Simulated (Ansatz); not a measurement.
# Ga2H2Cl4: single points with varied inputs

How do the results and run time of Ga2H2Cl4 respond when the settings are drawn wide?

Program: Ansatz 0.2.0, Gaussian basis. Level of theory: the settings change from run to run. These are calculated values, not measurements.

## (1) The molecule

An earlier PBE0-D4 in a triple-zeta def2 set relaxation fixed the geometry.

8 atoms, charge 0, spin multiplicity 1.

Atoms are counted from 1 here; the program's logs count them from 0.

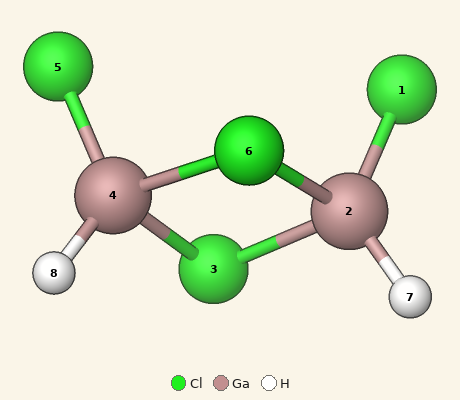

The geometry (chlorine green, gallium pink, hydrogen white); atoms are numbered from 1 in the order of the file.

## (2) CCSD(T)/def2-SVP

Options: atoms shaken by 0.08 Å, relativity set to none.

File in.yaml:

```yaml
crystal:
  periodic: [false, false, false]
  atoms:
    - {symbol: Cl, position_ang: [1.038032, 0.671219, -2.698433]}
    - {symbol: Ga, position_ang: [1.355148, 0.446679, -0.582303]}
    - {symbol: Cl, position_ang: [0.672175, -1.449271, -0.138405]}
    - {symbol: Ga, position_ang: [-1.302368, -0.495998, 0.991044]}
    - {symbol: Cl, position_ang: [-2.990557, -0.913045, -0.584356]}
    - {symbol: Cl, position_ang: [-0.308191, 1.627925, 0.543734]}
    - {symbol: H, position_ang: [2.676574, 0.817233, 0.235162]}
    - {symbol: H, position_ang: [-1.408553, -0.805593, 2.344973]}
basis:
  gaussian: {orbitals: def2-SVP}
hamiltonian: {xc: {name: HF}, pseudopotentials: {relativity: none}}
correlation: {method: ccsd_t}
```

Command:

```bash
$ ansatz run in.yaml --threads 4 --pin off --events-out ev --progress --plain --max-ram 11315MiB
```

Output:

```text
Functional definition: HF
  name "HF"
  cite "Fock, Z. Phys. 61, 126 (1930) doi:10.1007/BF01340294"
  parent pbe
  exchange = exact_x
  correlation = 0
1377 factors; integrals over basis functions are off by at most 1.0e-3 eV
mean field evaluation 1: about -154689.2270 eV, gradient 2.5e1 eV
mean field evaluation 2: about -154689.2335 eV, gradient 2.5e1 eV
mean field evaluation 4: about -154691.5008 eV, gradient 2.7e0 eV
mean field evaluation 8: about -154691.5258 eV, gradient 1.4e-4 eV
mean field evaluation 16: about -154691.5167 eV, gradient 1.5e-1 eV
mean field -154691.52584528 eV, -5684.8087211320 hartree, gradient 3.0e-6 eV, S^2 0.000000; 0 other end points of the search recorded, 0 dependent functions left out
38 core orbitals not correlated: weight in the atoms' cores, before any rotation towards them, 1.000 or more for the frozen orbitals, at most 0.000 for the correlated occupied ones
reference -154691.52584528 eV, -5684.8087211320 hartree; 28, 28 occupied and 80, 80 virtual orbitals, 1377 factors
second order -26.07819544 eV of doubles, -0.00000000 eV of singles
cycle   1  -26.17771315 eV  change   -1.0e-1 eV  update   1.2e-1
cycle   2  -26.90947584 eV  change   -7.3e-1 eV  update   3.5e-2
cycle   3  -27.00778978 eV  change   -9.8e-2 eV  update   1.6e-2
cycle   4  -26.99933184 eV  change    8.5e-3 eV  update   3.2e-3
cycle   5  -26.99723261 eV  change    2.1e-3 eV  update   1.1e-3
cycle   6  -26.99695221 eV  change    2.8e-4 eV  update   3.1e-4
cycle   7  -26.99687260 eV  change    8.0e-5 eV  update   1.1e-4
cycle   8  -26.99690707 eV  change   -3.4e-5 eV  update   3.7e-5
perturbative correction -0.74132931 eV, -0.0272433495 hartree
Total energy: -154719.26408166 eV, -5685.8280825172 hartree
```

Wall time 26 s (4 threads of Arm Neoverse V1, shared host); peak memory 0.9 GiB.

T1 0.011.

## (3) B3LYP/def2-TZVP

This run has finite nuclei, D3(BJ) dispersion.

File in.yaml:

```yaml
crystal:
  periodic: [false, false, false]
  atoms:
    - {symbol: Cl, position_ang: [1.174740, 0.770543, -2.681091]}
    - {symbol: Ga, position_ang: [1.455873, 0.533890, -0.581745]}
    - {symbol: Cl, position_ang: [0.593304, -1.566410, -0.017228]}
    - {symbol: Ga, position_ang: [-1.319859, -0.533032, 0.846755]}
    - {symbol: Cl, position_ang: [-2.861308, -0.781074, -0.603992]}
    - {symbol: Cl, position_ang: [-0.363877, 1.567837, 0.464096]}
    - {symbol: H, position_ang: [2.752600, 0.808305, 0.209945]}
    - {symbol: H, position_ang: [-1.431484, -0.800049, 2.363261]}
basis:
  gaussian: {orbitals: def2-TZVP, nuclear_model: gaussian}
hamiltonian: {xc: {name: B3LYP}, dispersion: d3bj}
```

The command is unchanged.

Output, shortened:

```text
Functional definition: B3LYP
  name "B3LYP"
  cite "Stephens, Devlin, Chabalowski & Frisch, J. Phys. Chem. 98, 11623 (1994) doi:10.1021/j100096a001"
  cite "Becke, Phys. Rev. A 38, 3098 (1988) doi:10.1103/PhysRevA.38.3098"
  cite "Lee, Yang & Parr, Phys. Rev. B 37, 785 (1988) doi:10.1103/PhysRevB.37.785"
  cite "Vosko, Wilk & Nusair, Can. J. Phys. 58, 1200 (1980) doi:10.1139/p80-159"
[...]
1946 factors; their error is unknown
[...]
mean field -154891.27550822 eV, -5692.1493858498 hartree, gradient 3.5e-5 eV, S^2 0.000000; 0 other end points of the search recorded, 0 dependent functions left out
reference -154891.27582403 eV, -5692.1493974556 hartree; 66, 66 occupied and 190, 190 virtual orbitals, 1946 factors
Total energy: -154891.91958834 eV, -5692.1730553574 hartree
```

Wall time 7.5 s (4 threads of Arm Neoverse V1, shared host); peak memory 1.1 GiB.

## (4) rPW86-PBE/ANO-RCC-VTZP

Changes to in.yaml since step 3:

```diff
@@ -12,3 +12,4 @@
 basis:
-  gaussian: {orbitals: def2-TZVP, nuclear_model: gaussian}
-hamiltonian: {xc: {name: B3LYP}, dispersion: d3bj}
+  gaussian: {orbitals: ANO-RCC-VTZP}
+hamiltonian: {xc: {name: rPW86-PBE}}
+output: {forces: true}
```

Same command.

Output, shortened:

```text
Functional definition: rPW86-PBE
  name "rPW86-PBE"
  cite "Murray, Lee & Langreth, J. Chem. Theory Comput. 5, 2754 (2009) doi:10.1021/ct900365q"
  cite "Perdew, Burke & Ernzerhof, Phys. Rev. Lett. 77, 3865 (1996) doi:10.1103/PhysRevLett.77.3865"
  parent pbe
[...]
2314 factors; their error is unknown
[...]
mean field -156169.09219223 eV, -5739.1082828517 hartree, gradient 7.7e-5 eV, S^2 0.000000; 0 other end points of the search recorded, 0 dependent functions left out
[...]
reference -156169.09236912 eV, -5739.1082893524 hartree; 66, 66 occupied and 184, 184 virtual orbitals, 2314 factors
Total energy: -156169.09236912 eV, -5739.1082893524 hartree
Relativity: scalar
Atom 0 at     1.174740     0.770543    -2.681091 Å, force    -0.023227     0.063521    -0.459898 eV/Å
Atom 1 at     1.455873     0.533890    -0.581745 Å, force     0.585623     0.150143     0.187500 eV/Å
Atom 2 at     0.593304    -1.566410    -0.017228 Å, force     0.200509    -0.555893    -0.024844 eV/Å
Atom 3 at    -1.319859    -0.533032     0.846755 Å, force    -0.188196    -0.147793     0.585717 eV/Å
Atom 4 at    -2.861308    -0.781074    -0.603992 Å, force    -0.360079    -0.065938    -0.286590 eV/Å
Atom 5 at    -0.363877     1.567837     0.464096 Å, force    -0.138693     0.556424     0.145778 eV/Å
Atom 6 at     2.752600     0.808305     0.209945 Å, force    -0.084218    -0.017980    -0.050066 eV/Å
Atom 7 at    -1.431484    -0.800049     2.363261 Å, force     0.008280     0.017516    -0.097597 eV/Å
Dipole moment:     0.271576     0.001703     0.529136 e Å
```

Wall time 27 s (4 threads of Arm Neoverse V1, shared host); peak memory 0.86 GiB.

Largest force 0.633 eV/Å, dipole 2.86 D.

## (5) SVWN5/cc-pVTZ

Options: coordinates scaled by 1.05.

File in.yaml:

```yaml
crystal:
  periodic: [false, false, false]
  atoms:
    - {symbol: Cl, position_ang: [1.233477, 0.809070, -2.815146]}
    - {symbol: Ga, position_ang: [1.528667, 0.560585, -0.610832]}
    - {symbol: Cl, position_ang: [0.622970, -1.644731, -0.018089]}
    - {symbol: Ga, position_ang: [-1.385851, -0.559684, 0.889092]}
    - {symbol: Cl, position_ang: [-3.004373, -0.820128, -0.634192]}
    - {symbol: Cl, position_ang: [-0.382071, 1.646229, 0.487301]}
    - {symbol: H, position_ang: [2.890230, 0.848720, 0.220442]}
    - {symbol: H, position_ang: [-1.503058, -0.840051, 2.481424]}
basis:
  gaussian: {orbitals: cc-pVTZ}
hamiltonian: {xc: {name: SVWN5}}
```

Same command.

Output:

```text
Functional definition: SVWN5
  name "SVWN5"
  cite "Dirac, Proc. Camb. Phil. Soc. 26, 376 (1930) doi:10.1017/S0305004100016108"
  cite "Slater, Phys. Rev. 81, 385 (1951) doi:10.1103/PhysRev.81.385"
  cite "Vosko, Wilk & Nusair, Can. J. Phys. 58, 1200 (1980) doi:10.1139/p80-159"
  exchange = slater_x
  correlation = vwn5_c
1938 factors; their error is unknown
mean field evaluation 1: about -154560.8023 eV, gradient 4.8e1 eV
mean field evaluation 2: about -154555.0847 eV, gradient 7.2e1 eV
mean field evaluation 4: about -154564.3102 eV, gradient 2.8e0 eV
mean field evaluation 8: about -154564.2816 eV, gradient 1.1e-1 eV
mean field evaluation 16: about -154564.2816 eV, gradient 1.7e-5 eV
mean field -154564.28160704 eV, -5680.1325816258 hartree, gradient 1.7e-5 eV, S^2 0.000000; 0 other end points of the search recorded, 0 dependent functions left out
reference -154564.28165536 eV, -5680.1325834016 hartree; 66, 66 occupied and 184, 184 virtual orbitals, 1938 factors
Total energy: -154564.28165536 eV, -5680.1325834016 hartree
```

Run time: 2.4 s. Hardware: 4 threads of Arm Neoverse V1, shared host; peak memory 0.49 GiB.

## (6) BHLYP/ANO-RCC-VTZP

Set apart from the defaults: D4 dispersion.

File in.yaml:

```yaml
crystal:
  periodic: [false, false, false]
  atoms:
    - {symbol: Cl, position_ang: [1.174740, 0.770543, -2.681091]}
    - {symbol: Ga, position_ang: [1.455873, 0.533890, -0.581745]}
    - {symbol: Cl, position_ang: [0.593304, -1.566410, -0.017228]}
    - {symbol: Ga, position_ang: [-1.319859, -0.533032, 0.846755]}
    - {symbol: Cl, position_ang: [-2.861308, -0.781074, -0.603992]}
    - {symbol: Cl, position_ang: [-0.363877, 1.567837, 0.464096]}
    - {symbol: H, position_ang: [2.752600, 0.808305, 0.209945]}
    - {symbol: H, position_ang: [-1.431484, -0.800049, 2.363261]}
basis:
  gaussian: {orbitals: ANO-RCC-VTZP}
hamiltonian: {xc: {name: BHLYP}, dispersion: d4}
output: {forces: true}
```

Same command.

Output, shortened:

```text
Functional definition: BHLYP
  name "BHLYP"
  cite "Becke, J. Chem. Phys. 98, 1372 (1993) doi:10.1063/1.464304"
  cite "Becke, Phys. Rev. A 38, 3098 (1988) doi:10.1103/PhysRevA.38.3098"
  cite "Lee, Yang & Parr, Phys. Rev. B 37, 785 (1988) doi:10.1103/PhysRevB.37.785"
[...]
1598 factors; integrals over basis functions are off by at most 6.8e-4 eV
[...]
mean field -156076.07137832 eV, -5735.6898309924 hartree, gradient 2.6e-5 eV, S^2 0.000000; 0 other end points of the search recorded, 0 dependent functions left out
[...]
reference -156076.07161529 eV, -5735.6898397010 hartree; 66, 66 occupied and 184, 184 virtual orbitals, 1598 factors
Total energy: -156076.70940777 eV, -5735.7132781422 hartree
Relativity: scalar
Atom 0 at     1.174740     0.770543    -2.681091 Å, force     0.007925    -0.013485     0.103318 eV/Å
Atom 1 at     1.455873     0.533890    -0.581745 Å, force     0.360835     0.100989     0.060406 eV/Å
Atom 2 at     0.593304    -1.566410    -0.017228 Å, force     0.000716    -0.004872    -0.001594 eV/Å
Atom 3 at    -1.319859    -0.533032     0.846755 Å, force    -0.160578    -0.099875     0.328718 eV/Å
Atom 4 at    -2.861308    -0.781074    -0.603992 Å, force     0.079234     0.014007     0.066582 eV/Å
Atom 5 at    -0.363877     1.567837     0.464096 Å, force    -0.001909     0.005011    -0.000216 eV/Å
Atom 6 at     2.752600     0.808305     0.209945 Å, force    -0.312837    -0.066101    -0.191294 eV/Å
Atom 7 at    -1.431484    -0.800049     2.363261 Å, force     0.026613     0.064326    -0.365922 eV/Å
Dipole moment:     0.298306     0.001871     0.581216 e Å
```

Wall time 32 s (4 threads of Arm Neoverse V1, shared host); peak memory 1.2 GiB.

Largest force 0.380 eV/Å, dipole 3.14 D.

## (7) CAM-B3LYP/cc-pVDZ

This run has coordinates scaled by 0.92, D3(BJ) dispersion, the search for lower states set to full.

File in.yaml:

```yaml
crystal:
  periodic: [false, false, false]
  atoms:
    - {symbol: Cl, position_ang: [1.080761, 0.708899, -2.466604]}
    - {symbol: Ga, position_ang: [1.339404, 0.491179, -0.535206]}
    - {symbol: Cl, position_ang: [0.545840, -1.441097, -0.015850]}
    - {symbol: Ga, position_ang: [-1.214270, -0.490390, 0.779014]}
    - {symbol: Cl, position_ang: [-2.632403, -0.718588, -0.555673]}
    - {symbol: Cl, position_ang: [-0.334767, 1.442410, 0.426968]}
    - {symbol: H, position_ang: [2.532392, 0.743640, 0.193150]}
    - {symbol: H, position_ang: [-1.316965, -0.736045, 2.174200]}
basis:
  gaussian: {orbitals: cc-pVDZ}
hamiltonian: {xc: {name: CAM-B3LYP}, dispersion: d3bj}
scf: {lower_state_search: full}
output: {forces: true}
```

Same command.

Output, shortened:

```text
Functional definition: CAM-B3LYP
  name "CAM-B3LYP"
  cite "Yanai, Tew & Handy, Chem. Phys. Lett. 393, 51 (2004) doi:10.1016/j.cplett.2004.06.011"
  cite "Iikura, Tsuneda, Yanai & Hirao, J. Chem. Phys. 115, 3540 (2001) doi:10.1063/1.1383587"
  cite "Becke, Phys. Rev. A 38, 3098 (1988) doi:10.1103/PhysRevA.38.3098"
  cite "Lee, Yang & Parr, Phys. Rev. B 37, 785 (1988) doi:10.1103/PhysRevB.37.785"
  cite "Vosko, Wilk & Nusair, Can. J. Phys. 58, 1200 (1980) doi:10.1139/p80-159"
[...]
  # Exact exchange under (alpha + beta erf(omega r))/r, Becke's under what is left of 1/r.
[...]
1518 factors; integrals over basis functions are off by at most 6.4e-4 eV
403 factors; integrals over basis functions are off by at most 3.9e-6 eV
[...]
mean field -154890.16272998 eV, -5692.1084920037 hartree, gradient 5.4e-5 eV, S^2 0.000000; 0 other end points of the search recorded, 0 dependent functions left out
[...]
reference -154890.16287037 eV, -5692.1084971629 hartree; 66, 66 occupied and 70, 70 virtual orbitals, 1518 factors
Total energy: -154890.53760512 eV, -5692.1222684108 hartree
Atom 0 at     1.080761     0.708899    -2.466604 Å, force    -0.517043     0.593164    -4.889478 eV/Å
Atom 1 at     1.339404     0.491179    -0.535206 Å, force     1.592088     0.255735     1.502716 eV/Å
Atom 2 at     0.545840    -1.441097    -0.015850 Å, force     1.328297    -3.780600    -0.240625 eV/Å
Atom 3 at    -1.214270    -0.490390     0.779014 Å, force     0.294486    -0.244155     2.170577 eV/Å
Atom 4 at    -2.632403    -0.718588    -0.555673 Å, force    -3.670463    -0.619388    -3.266824 eV/Å
Atom 5 at    -0.334767     1.442410     0.426968 Å, force    -0.979977     3.783047     0.920198 eV/Å
Atom 6 at     2.532392     0.743640     0.193150 Å, force     2.177553     0.467952     1.283423 eV/Å
Atom 7 at    -1.316965    -0.736045     2.174200 Å, force    -0.224943    -0.455753     2.520013 eV/Å
Dipole moment:     0.199436     0.001251     0.388610 e Å
```

Wall time 6.5 s (4 threads of Arm Neoverse V1, shared host); peak memory 0.67 GiB.

Largest force 4.953 eV/Å, dipole 2.10 D.

## (8) RPBE/def2-SVP

Options: D4 dispersion, high accuracy.

File in.yaml:

```yaml
crystal:
  periodic: [false, false, false]
  atoms:
    - {symbol: Cl, position_ang: [1.174740, 0.770543, -2.681091]}
    - {symbol: Ga, position_ang: [1.455873, 0.533890, -0.581745]}
    - {symbol: Cl, position_ang: [0.593304, -1.566410, -0.017228]}
    - {symbol: Ga, position_ang: [-1.319859, -0.533032, 0.846755]}
    - {symbol: Cl, position_ang: [-2.861308, -0.781074, -0.603992]}
    - {symbol: Cl, position_ang: [-0.363877, 1.567837, 0.464096]}
    - {symbol: H, position_ang: [2.752600, 0.808305, 0.209945]}
    - {symbol: H, position_ang: [-1.431484, -0.800049, 2.363261]}
basis:
  gaussian: {orbitals: def2-SVP}
hamiltonian: {xc: {name: RPBE}, dispersion: d4}
accuracy: high
```

Same command.

Output:

```text
Functional definition: RPBE
  name "RPBE"
  cite "Hammer, Hansen & Nørskov, Phys. Rev. B 59, 7413 (1999) doi:10.1103/PhysRevB.59.7413"
  cite "Perdew, Burke & Ernzerhof, Phys. Rev. Lett. 77, 3865 (1996) doi:10.1103/PhysRevLett.77.3865"
  parameter kappa = 0.804
  parameter beta = 0.06672455060314922
  exchange = rpbe_x(kappa = kappa, mu = beta*pi^2/3)
  correlation = pbe_c(beta = beta)
2917 factors; integrals over basis functions are off by at most 2.5e-8 eV
mean field evaluation 1: about -154844.1198 eV, gradient 4.3e1 eV
mean field evaluation 2: about -154840.2573 eV, gradient 6.8e1 eV
mean field evaluation 4: about -154846.9629 eV, gradient 1.9e0 eV
mean field evaluation 8: about -154846.9710 eV, gradient 1.0e-1 eV
mean field evaluation 16: about -154846.9710 eV, gradient 1.0e-5 eV
mean field -154846.97100806 eV, -5690.5212254997 hartree, gradient 9.8e-8 eV, S^2 0.000000; 0 other end points of the search recorded, 0 dependent functions left out
reference -154846.97101246 eV, -5690.5212256613 hartree; 66, 66 occupied and 80, 80 virtual orbitals, 2917 factors
Total energy: -154848.04228538 eV, -5690.5605942147 hartree
```

It took 6.5 s on 4 threads of Arm Neoverse V1, shared host; peak memory 0.51 GiB.

## (9) HSE06/cc-pVTZ-DK

Set apart from the defaults: a point charge of 0.50 e beside it, D3(BJ) with three-body dispersion, high accuracy.

Changes to in.yaml since step 8:

```diff
@@ -12,4 +12,4 @@
 basis:
-  gaussian: {orbitals: def2-SVP}
-hamiltonian: {xc: {name: RPBE}, dispersion: d4}
+  gaussian: {orbitals: cc-pVTZ-DK, point_charges: [{charge: 0.50, position_ang: [6.958, 0.863, 0.777]}]}
+hamiltonian: {xc: {name: HSE06}, dispersion: d3bjatm}
 accuracy: high
```

Launched as before.

Output, shortened:

```text
Functional definition: HSE06
  name "HSE06"
  cite "Heyd, Scuseria & Ernzerhof, J. Chem. Phys. 118, 8207 (2003) doi:10.1063/1.1564060"
  cite "Krukau, Vydrov, Izmaylov & Scuseria, J. Chem. Phys. 125, 224106 (2006) doi:10.1063/1.2404663"
  cite "Heyd & Scuseria, J. Chem. Phys. 120, 7274 (2004) doi:10.1063/1.1668634"
  cite "Ernzerhof & Perdew, J. Chem. Phys. 109, 3313 (1998) doi:10.1063/1.476928"
  cite "Perdew, Burke & Ernzerhof, Phys. Rev. Lett. 77, 3865 (1996) doi:10.1103/PhysRevLett.77.3865"
  parent pbe
[...]
  # The whole range is PBE's own exchange, as in plane waves. The composition of these papers is wPBEh.
[...]
4124 factors; integrals over basis functions are off by at most 4.6e-9 eV
139 factors; integrals over basis functions are off by at most 1.4e-9 eV
[...]
mean field -156046.69322138 eV, -5734.6102036380 hartree, gradient 6.2e-8 eV, S^2 0.000000; 0 other end points of the search recorded, 0 dependent functions left out
reference -156046.69322565 eV, -5734.6102037949 hartree; 66, 66 occupied and 184, 184 virtual orbitals, 4124 factors
Total energy: -156046.98972891 eV, -5734.6211000889 hartree
Relativity: scalar
```

It took 30 s on 4 threads of Arm Neoverse V1, shared host; peak memory 2.2 GiB.

## (10) LC-wPBE/x2c-TZVPPall

Set apart from the defaults: charge -1, multiplicity 2, atoms shaken by 0.15 Å.

File in.yaml:

```yaml
crystal:
  periodic: [false, false, false]
  atoms:
    - {symbol: Cl, position_ang: [1.224935, 0.708884, -2.729834]}
    - {symbol: Ga, position_ang: [1.534305, 0.534093, -0.675501]}
    - {symbol: Cl, position_ang: [0.682828, -1.773456, -0.102786]}
    - {symbol: Ga, position_ang: [-1.514996, -0.343234, 1.029726]}
    - {symbol: Cl, position_ang: [-2.918716, -0.494919, -0.399440]}
    - {symbol: Cl, position_ang: [-0.288664, 1.258691, 0.302073]}
    - {symbol: H, position_ang: [2.920171, 0.463384, 0.419189]}
    - {symbol: H, position_ang: [-1.423754, -0.789496, 2.695477]}
basis:
  gaussian: {orbitals: x2c-TZVPPall}
total_charge: -1
magnetization: {spin_polarized: true, initial_magnetization: 1}
hamiltonian: {xc: {name: LC-wPBE}}
```

Launched as before.

Output, shortened:

```text
Functional definition: LC-wPBE
  name "LC-wPBE"
  cite "Vydrov & Scuseria, J. Chem. Phys. 125, 234109 (2006) doi:10.1063/1.2409292"
  cite "Heyd & Scuseria, J. Chem. Phys. 120, 7274 (2004) doi:10.1063/1.1668634"
  cite "Ernzerhof & Perdew, J. Chem. Phys. 109, 3313 (1998) doi:10.1063/1.476928"
  cite "Perdew, Burke & Ernzerhof, Phys. Rev. Lett. 77, 3865 (1996) doi:10.1103/PhysRevLett.77.3865"
  parent pbe
[...]
2030 factors; their error is unknown
460 factors; integrals over basis functions are off by at most 5.1e-5 eV
[...]
mean field -156050.07640188 eV, -5734.7345332284 hartree, gradient 2.3e-5 eV, S^2 0.761190; 4 other end points of the search recorded, 0 dependent functions left out
reference -156050.07640189 eV, -5734.7345332287 hartree; 67, 66 occupied and 225, 226 virtual orbitals, 2030 factors
Total energy: -156050.07640189 eV, -5734.7345332287 hartree
Relativity: scalar
```

Run time: 45 s. Hardware: 4 threads of Arm Neoverse V1, shared host; peak memory 2.1 GiB.

⟨S²⟩ 0.761.

## (11) The runs in one table

```
                 level  charge  multiplicity               geometry  functions  energy (eV)   time
      CCSD(T)/def2-SVP       0             1                 shaken        146  -154719.264   26 s
       B3LYP/def2-TZVP       0             1                relaxed        256  -154891.920  7.5 s
rPW86-PBE/ANO-RCC-VTZP       0             1                relaxed        250  -156169.092   27 s
         SVWN5/cc-pVTZ       0             1                 scaled        250  -154564.282  2.4 s
    BHLYP/ANO-RCC-VTZP       0             1                relaxed        250  -156076.709   32 s
     CAM-B3LYP/cc-pVDZ       0             1                 scaled        136  -154890.538  6.5 s
         RPBE/def2-SVP       0             1                relaxed        146  -154848.042  6.5 s
      HSE06/cc-pVTZ-DK       0             1  relaxed, point charge        250  -156046.990   30 s
  LC-wPBE/x2c-TZVPPall      -1             2                 shaken        292  -156050.076   45 s
```

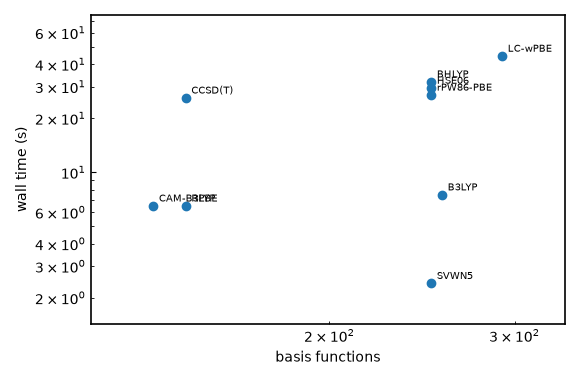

Wall time against the number of basis functions (shared host).

## (12) What came out

| quantity | value |
| --- | --- |
| runs | 9 |
| quickest | SVWN5/cc-pVTZ, 2.4 s |
| slowest | LC-wPBE/x2c-TZVPPall, 45 s |
| spread of total energies, same state and geometry | 1321.1 eV |
| dipole, same state and geometry | 2.86 to 3.14 D |

What this shows: LC-wPBE/x2c-TZVPPall took 18 times as long as SVWN5/cc-pVTZ. The jobs differ in tasks and options as well as level. Total energies at one charge and spin differ by 1321 eV between levels, so only differences within one level mean anything. Some of these runs are scalar-relativistic and others not, which shifts the totals of all-electron atoms past neon by several eV an atom and more; core potentials, where a basis has them, take the core out of the total altogether. At the PBE0-D4/def2-TZVP geometry and in the same state, the sound runs without point charges leave forces up to 0.63 eV/Å (rPW86-PBE/ANO-RCC-VTZP), against 5.0 eV/Å where the atoms were moved.
